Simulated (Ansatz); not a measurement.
C$_{2}$H$_{9}$BSSi

Input file:

```
crystal:
  periodic: [false, false, false]
  atoms:
    - symbol: C
      position_ang: [1.766479, -0.781056, 0.455144]
    - symbol: C
      position_ang: [-0.863998, 0.801479, -0.067691]
    - symbol: B
      position_ang: [2.562543, 0.201106, -0.425703]
    - symbol: S
      position_ang: [-0.712165, -1.105401, 2.674938]
    - symbol: Si
      position_ang: [0.313085, 0.167278, 1.251024]
    - symbol: H
      position_ang: [3.462652, 0.858987, 0.040788]
    - symbol: H
      position_ang: [2.254522, 0.390101, -1.579587]
    - symbol: H
      position_ang: [1.281394, -1.599451, -0.103855]
    - symbol: H
      position_ang: [2.327569, -1.185398, 1.312812]
    - symbol: H
      position_ang: [0.822488, 1.279684, 2.098522]
    - symbol: H
      position_ang: [-1.230612, -0.028614, -0.693301]
    - symbol: H
      position_ang: [-1.733446, 1.296493, 0.390932]
    - symbol: H
      position_ang: [-0.355012, 1.522067, -0.729064]
    - symbol: H
      position_ang: [-1.118149, -2.007913, 1.750403]
basis:
  gaussian: {orbitals: def2-SVPD}
hamiltonian: {xc: pbe0}
output: {forces: true, orbitals: {seedname: orbitals}}
```

Command:

```sh
ansatz run input.yaml --threads 2 --pin off --max-ram 5220MiB --events-out events.jsonl --progress --plain --runs-dir runs
```

Geometry: B3LYP-D3(BJ)/def2-SVP.

Method: isolated molecule in a Gaussian basis; Kohn-Sham density functional theory, functional PBE0 (Ansatz).

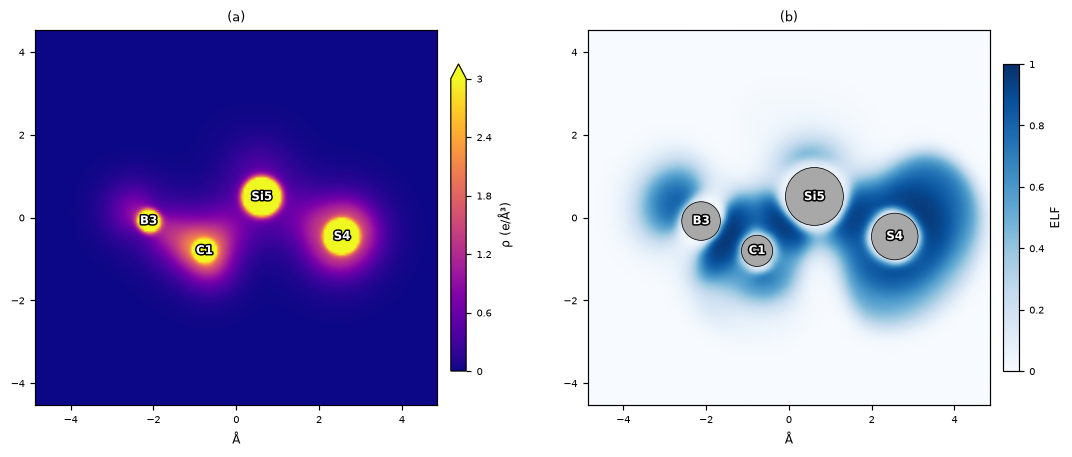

Figure 1. (a) electron density; (b) electron localisation function on the plane of atoms C1, Si5 and S4. Grey discs cover the atomic cores in the ELF map.

### Describe what can be read from this map.

The section cuts through C, B, S and Si sites.
C–B (1.54 Å): the density is about 1.4 e/Å³ at the midpoint; the ELF peaks at about 0.95 between the atoms; a shared electron pair.
Si–S (2.17 Å): ρ is about 0.78 e/Å³ halfway; the ELF peaks at about 0.95 between the atoms (a covalent bond).
The ELF also peaks beside S4, away from the bonds: lone-pair regions.

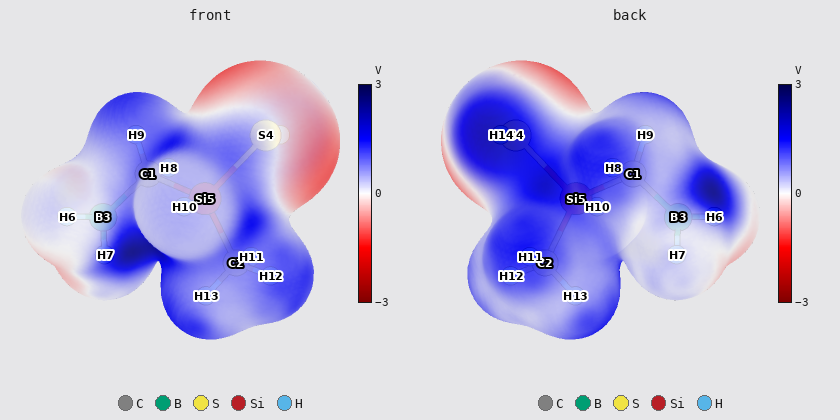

Figure 2. The molecular electrostatic potential painted on the density surface at 0.004 e/bohr³, seen from the front and from behind; the colour scale runs from red (negative) to blue (positive).

### Describe the electrostatic potential map.

The most negative region (about −0.9 V) lies over S4, the most positive (about +2.3 V) over B3 and Si5.

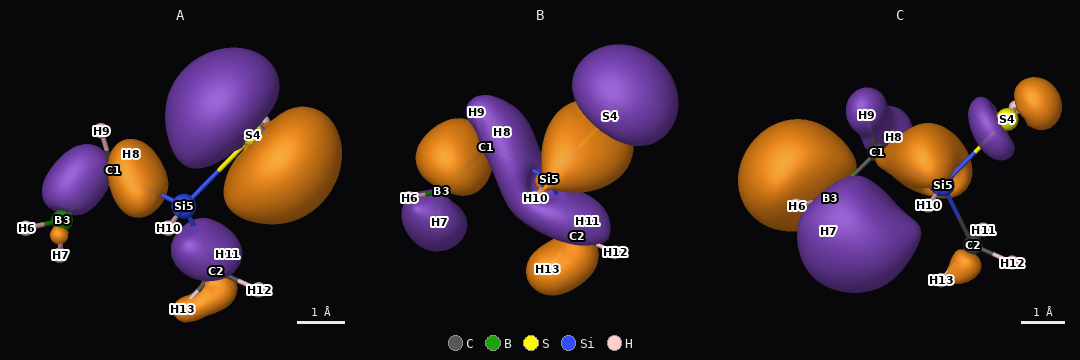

Figure 3. Three frontier orbitals at ±0.08 Å⁻³ᐟ² (orange and purple are the two phases), in no order.

### Order the three orbitals by energy and name them.

B is the HOMO−1 (−8.86 eV). It lies mainly on S4 (about 45 %), C1 (about 15 %), Si5 (about 15 %), B3 (about 10 %) and C2 (about 5 %). A is the HOMO (−7.37 eV). By Hirshfeld shares it lies mainly on S4 (about 75 %); largely a lone pair of S4. C is the LUMO (−1.55 eV). Its weight (Hirshfeld) is mainly on B3 (about 55 %), Si5 (about 10 %), C1 (about 10 %), H6 (about 5 %) and H7 (about 5 %).

### What is the HOMO–LUMO gap?

5.82 eV between the orbital energies.

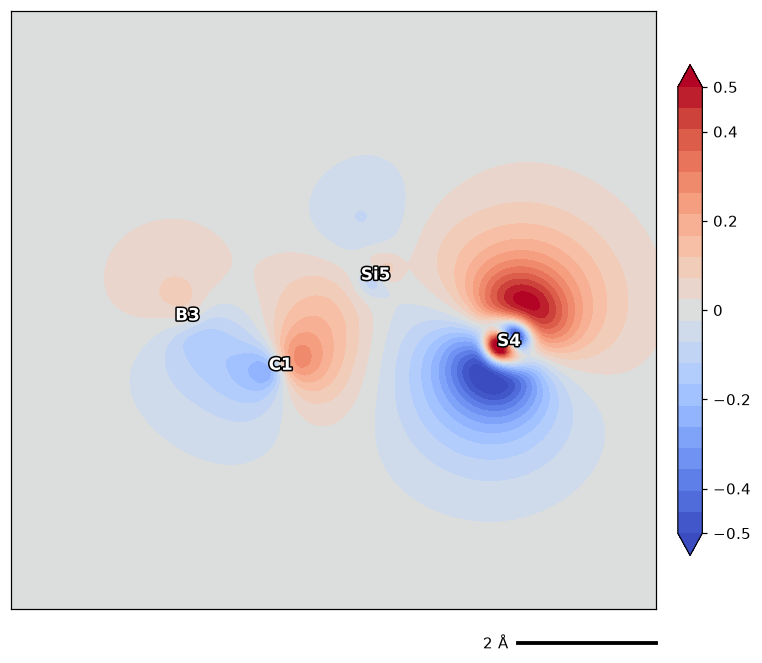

Figure 4. The HOMO on the plane of atoms C1, Si5 and S4 (values in Å⁻³ᐟ²; the overall sign is arbitrary).

### Where does this orbital lie, and at what energy?

It lies mainly on S4 (about 75 %); largely a lone pair of S4. Its energy is −7.37 eV.
